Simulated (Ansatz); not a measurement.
# Br2FSi: the cost of one run

All numbers are computed with Ansatz 0.2.0 through its Python package. The levels of theory stand in the script.

### Step 1. The system

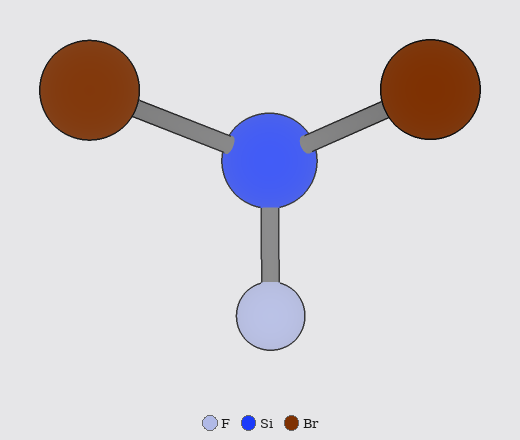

The starting structure, viewed from a chosen angle; fluorine light blue, silicon blue, bromine brown.

No structure file is read: the coordinates are typed or built in the script.

### Step 2. The script

The input, run_methods.py:

```python
"""Br2FSi at several levels of theory."""

import ansatz as az

geometry_ang = [
    ("F", (0.4345, 0.1819, 1.5922)),
    ("Si", (-0.4857, -0.0301, 0.255)),
    ("Br", (0.1951, -1.8872, -0.726)),
    ("Br", (-0.0884, 1.6751, -1.1415)),
]
molecule = az.Crystal.molecule()
for symbol, xyz in geometry_ang:
    molecule = molecule.atom(symbol, xyz)

job = molecule.calculation().basis(gaussian="def2-SVP").spin("collinear", total=1)

methods = ["mp2", "ccsd", "ccsd_t"]
reports = [job.correlation(m).run(threads=1).report for m in methods]
print(f"Hartree-Fock reference {reports[0]['reference_energy_ev'] / 27.211386246:.6f} Ha")
best = reports[-1]["free_energy_ev"] - reports[-1]["reference_energy_ev"]
for method, each in zip(methods, reports):
    gained = each["free_energy_ev"] - each["reference_energy_ev"]
    print(f"{method:8s} total {each['free_energy_ev'] / 27.211386246:.6f} Ha  correlation {gained:9.4f} eV  ({100 * gained / best:.1f} % of the last)")
```

### Step 3. The calls as engine input

The engine receives this input (first run):

```yaml
crystal:
  periodic: [false, false, false]
  atoms:
    - { symbol: F, position_ang: [0.4345, 0.1819, 1.5922] }
    - { symbol: Si, position_ang: [-0.4857, -0.0301, 0.255] }
    - { symbol: Br, position_ang: [0.1951, -1.8872, -0.726] }
    - { symbol: Br, position_ang: [-0.0884, 1.6751, -1.1415] }
basis:
  gaussian:
    orbitals: def2-SVP
magnetization:
  spin_polarized: true
  initial_magnetization: 1.0
correlation:
  method: mp2
```

### Step 4. The run

On the command line:

```bash
python run_methods.py
```

What time and memory should one allow on 1 thread of Intel Xeon Platinum 8375C at 2.90GHz (Ice Lake), shared host?

About 82 s, with a peak of 0.76 GiB.
